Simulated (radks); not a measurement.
# Nuclear size and the levels of Ta

Aim: how the total energy, the levels and the density at the nucleus of Ta respond when the nuclear radius is scaled.

The numbers are computed with radks (a radial shooting solver on a logarithmic mesh, Libxc functionals) version 1 (Dirac Kohn-Sham, LDA (Slater exchange, Perdew-Wang correlation), spin-unpolarised, spherical densities, finite nucleus; open shells fill j = l - 1/2 first), except any that are marked as measured or tabulated.

## 1. Starting point

```
element            : tantalum (Z = 73)
charge             : 0
electrons          : 73
configuration      : [Xe] 4f14 5d3 6s2
nuclear rms radius : 5.3507 fm
```

In the logs a row gives level, spin channel, occupation and eigenvalue; Etot, Ekin, Encl (electron-nucleus), Eh (Hartree) and Exc are energies, all in hartree; err is the last residual, it the number of iterations.

## 2. rms radius 5.3507 fm

Settings of this run:

```text
Z 73
configuration [Xe] 4f14 5d3 6s2 6p0 7s0
relativity Dirac
functional lda,pw
spin unpolarised
j_filling energy
nucleus finite rms 5.3507 fm
c 137.035999084
```

What it wrote:

```text
1s1/2   1   2.0000       -2469.42636018
2s1/2   1   2.0000        -424.05228508
2p1/2   1   2.0000        -405.49107702
2p3/2   1   4.0000        -358.86630515
3s1/2   1   2.0000         -97.10667271
3p1/2   1   2.0000         -88.81690490
3p3/2   1   4.0000         -78.78247933
3d3/2   1   4.0000         -64.69863008
3d5/2   1   6.0000         -62.51086963
4s1/2   1   2.0000         -19.75889955
4p1/2   1   2.0000         -16.33868882
4p3/2   1   4.0000         -14.01951436
4d3/2   1   4.0000          -8.37988143
4d5/2   1   6.0000          -7.95375803
4f5/2   1   6.0000          -0.93866404
4f7/2   1   8.0000          -0.86570606
5s1/2   1   2.0000          -2.66791355
5p1/2   1   2.0000          -1.67386525
5p3/2   1   4.0000          -1.34993901
5d3/2   1   3.0000          -0.14469885
5d5/2   1   0.0000          -0.12344195
6s1/2   1   2.0000          -0.20283231
6p1/2   1   0.0000          -0.06514723
6p3/2   1   0.0000          -0.04853783
7s1/2   1   0.0000          -0.00206736
Etot -15614.400545972832
Ekin 17516.074444184862
Encl -38946.46332102881
Eh 6123.989166712357
Exc -308.0008358412409
err 9.055906197846573e-09
it 15
```

Highest occupied level: 5d3/2 at -3.937 eV.

Radial moments (bohr):

```tsv
level	occupation	energy (eV)	<r>	outermost maximum (interpolated)	90 % within	nodes
4f5/2	6	-25.542	0.6342	0.438	1.06	0
4f7/2	8	-23.557	0.6452	0.443	1.08	0
6s1/2	2	-5.519	3.298	2.76	4.91	5
5d3/2	3	-3.937	2.209	1.56	3.61	2
5d5/2	0	-3.359	2.323	1.62	3.82	2
6p1/2	0	-1.773	4.535	3.62	6.95	4
6p3/2	0	-1.321	5.035	4.02	7.72	4
7s1/2	0	-0.056	14.95	9.61	25.6	6
```

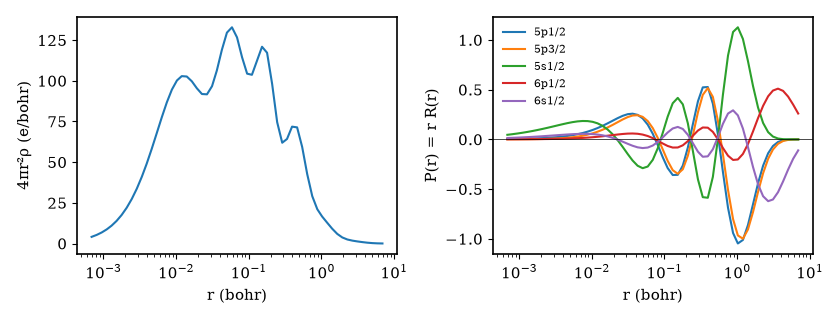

Left: shells in the radial density. Right: radial functions of the outer levels.

## 3. rms radius 4.7835 fm

Changes since step 2:

```diff
@@ -6,3 +6,3 @@
 j_filling energy
-nucleus finite rms 5.3507 fm
+nucleus finite rms 4.7835 fm
 c 137.035999084
```

What it wrote:

```text
1s1/2   1   2.0000       -2469.58591272
2s1/2   1   2.0000        -424.07455240
2p1/2   1   2.0000        -405.49128948
2p3/2   1   4.0000        -358.86535416
3s1/2   1   2.0000         -97.11159784
3p1/2   1   2.0000         -88.81694050
3p3/2   1   4.0000         -78.78221963
3d3/2   1   4.0000         -64.69839433
3d5/2   1   6.0000         -62.51064544
4s1/2   1   2.0000         -19.76010269
4p1/2   1   2.0000         -16.33868623
4p3/2   1   4.0000         -14.01944107
4d3/2   1   4.0000          -8.37982157
4d5/2   1   6.0000          -7.95370078
4f5/2   1   6.0000          -0.93862763
4f7/2   1   8.0000          -0.86567037
5s1/2   1   2.0000          -2.66810803
5p1/2   1   2.0000          -1.67385193
5p3/2   1   4.0000          -1.34991682
5d3/2   1   3.0000          -0.14468655
5d5/2   1   0.0000          -0.12343034
6s1/2   1   2.0000          -0.20284507
6p1/2   1   0.0000          -0.06514266
6p3/2   1   0.0000          -0.04853327
7s1/2   1   0.0000          -0.00206761
Etot -15614.793383365566
Ekin 17518.392789046764
Encl -38949.19614329431
Eh 6124.0153916942745
Exc -308.0054208122904
err 9.057306288226678e-09
it 15
```

Energy against step 2 (rms radius 5.3507 fm): -10.690 eV. 5d3/2 is the highest filled level (-3.937 eV).

## 4. rms radius 4.9815 fm

Changes since step 3:

```diff
@@ -6,3 +6,3 @@
 j_filling energy
-nucleus finite rms 4.7835 fm
+nucleus finite rms 4.9815 fm
 c 137.035999084
```

What it wrote:

```text
1s1/2   1   2.0000       -2469.53157564
2s1/2   1   2.0000        -424.06696854
2p1/2   1   2.0000        -405.49121741
2p3/2   1   4.0000        -358.86567803
3s1/2   1   2.0000         -97.10992041
3p1/2   1   2.0000         -88.81692845
3p3/2   1   4.0000         -78.78230808
3d3/2   1   4.0000         -64.69847462
3d5/2   1   6.0000         -62.51072179
4s1/2   1   2.0000         -19.75969292
4p1/2   1   2.0000         -16.33868713
4p3/2   1   4.0000         -14.01946603
4d3/2   1   4.0000          -8.37984195
4d5/2   1   6.0000          -7.95372028
4f5/2   1   6.0000          -0.93864003
4f7/2   1   8.0000          -0.86568253
5s1/2   1   2.0000          -2.66804180
5p1/2   1   2.0000          -1.67385647
5p3/2   1   4.0000          -1.34992438
5d3/2   1   3.0000          -0.14469074
5d5/2   1   0.0000          -0.12343429
6s1/2   1   2.0000          -0.20284073
6p1/2   1   0.0000          -0.06514422
6p3/2   1   0.0000          -0.04853482
7s1/2   1   0.0000          -0.00206753
Etot -15614.659597958404
Ekin 17517.599696625068
Encl -38948.2618955878
Eh 6124.006459951866
Exc -308.003858947539
err 9.056884323575284e-09
it 15
```

E − E(step 2, rms radius 5.3507 fm) = -7.049 eV. 5d3/2 is the highest filled level (-3.937 eV).

## 5. rms radius 5.7948 fm

Changes since step 4:

```diff
@@ -6,3 +6,3 @@
 j_filling energy
-nucleus finite rms 4.9815 fm
+nucleus finite rms 5.7948 fm
 c 137.035999084
```

What it wrote:

```text
1s1/2   1   2.0000       -2469.29323495
2s1/2   1   2.0000        -424.03370944
2p1/2   1   2.0000        -405.49089791
2p3/2   1   4.0000        -358.86709857
3s1/2   1   2.0000         -97.10256422
3p1/2   1   2.0000         -88.81687474
3p3/2   1   4.0000         -78.78269601
3d3/2   1   4.0000         -64.69882678
3d5/2   1   6.0000         -62.51105668
4s1/2   1   2.0000         -19.75789590
4p1/2   1   2.0000         -16.33869088
4p3/2   1   4.0000         -14.01957550
4d3/2   1   4.0000          -8.37993138
4d5/2   1   6.0000          -7.95380581
4f5/2   1   6.0000          -0.93869442
4f7/2   1   8.0000          -0.86573584
5s1/2   1   2.0000          -2.66775132
5p1/2   1   2.0000          -1.67387633
5p3/2   1   4.0000          -1.34995753
5d3/2   1   3.0000          -0.14470911
5d5/2   1   0.0000          -0.12345165
6s1/2   1   2.0000          -0.20282166
6p1/2   1   0.0000          -0.06515104
6p3/2   1   0.0000          -0.04854163
7s1/2   1   0.0000          -0.00206715
Etot -15614.072782612879
Ekin 17514.162378838097
Encl -38944.20543777601
Eh 6123.967289317065
Exc -307.9970129920333
err 9.051690708993857e-09
it 15
```

E − E(step 2, rms radius 5.3507 fm) = +8.919 eV. The top filled level is 5d3/2, -3.938 eV.

## 6. rms radius 6.4262 fm

Changes since step 5:

```diff
@@ -6,3 +6,3 @@
 j_filling energy
-nucleus finite rms 5.7948 fm
+nucleus finite rms 6.4262 fm
 c 137.035999084
```

What it wrote:

```text
1s1/2   1   2.0000       -2469.09200397
2s1/2   1   2.0000        -424.00563625
2p1/2   1   2.0000        -405.49062418
2p3/2   1   4.0000        -358.86829782
3s1/2   1   2.0000         -97.09635525
3p1/2   1   2.0000         -88.81682841
3p3/2   1   4.0000         -78.78302351
3d3/2   1   4.0000         -64.69912409
3d5/2   1   6.0000         -62.51133940
4s1/2   1   2.0000         -19.75637917
4p1/2   1   2.0000         -16.33869380
4p3/2   1   4.0000         -14.01966791
4d3/2   1   4.0000          -8.38000687
4d5/2   1   6.0000          -7.95387801
4f5/2   1   6.0000          -0.93874034
4f7/2   1   8.0000          -0.86578085
5s1/2   1   2.0000          -2.66750616
5p1/2   1   2.0000          -1.67389307
5p3/2   1   4.0000          -1.34998553
5d3/2   1   3.0000          -0.14472463
5d5/2   1   0.0000          -0.12346629
6s1/2   1   2.0000          -0.20280558
6p1/2   1   0.0000          -0.06515680
6p3/2   1   0.0000          -0.04854738
7s1/2   1   0.0000          -0.00206684
Etot -15613.577349291196
Ekin 17511.304939226025
Encl -38940.82527558973
Eh 6123.934225811387
Exc -307.99123873888163
err 9.045206652486364e-09
it 15
```

E − E(step 2, rms radius 5.3507 fm) = +22.400 eV. Highest occupied level: 5d3/2 at -3.938 eV.

## 7. What came out

```tsv
rms radius (fm)	total energy shift (eV)	density at nucleus (e/bohr³)	1s1/2 shift (meV)	2s1/2 shift (meV)	5p1/2 shift (meV)	6s1/2 shift (meV)	6p1/2 shift (meV)
4.7835	-10.7	1.358e+06	-4342	-606	0.362	-0.347	0.124
4.9815	-7.05	1.339e+06	-2863	-400	0.239	-0.229	0.0820
5.3507	0	1.307e+06	0	0	0	0	0
5.7948	8.92	1.273e+06	3623	505	-0.302	0.290	-0.104
6.4262	22.4	1.229e+06	9098	1269	-0.757	0.727	-0.260
```

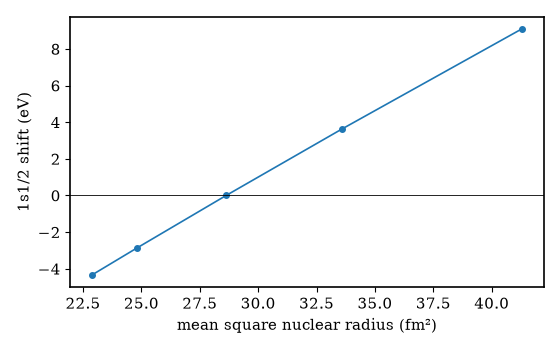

Shift of the 1s1/2 level against the mean square radius.

In words: Shifts are against the first run. Over the range the 1s1/2 level moves by 13.4 eV and the 6p1/2 level by -0.385 meV. A larger nucleus binds the 1s electrons less and lowers the density at its centre. These are shifts of eigenvalues, not the field shifts of spectral lines.
